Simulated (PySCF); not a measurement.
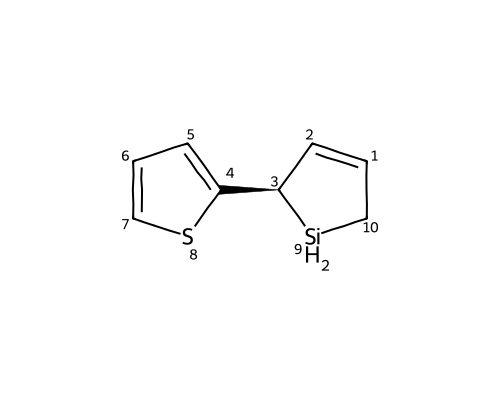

Skeletal drawing with numbered atoms; wedges and dashes mark any stereocentres. The configuration is that of a computed structure (PBE0-D3(BJ)/def2-SVP).

Question: What are the Cahn–Ingold–Prelog descriptors?

Answer: C3: R.
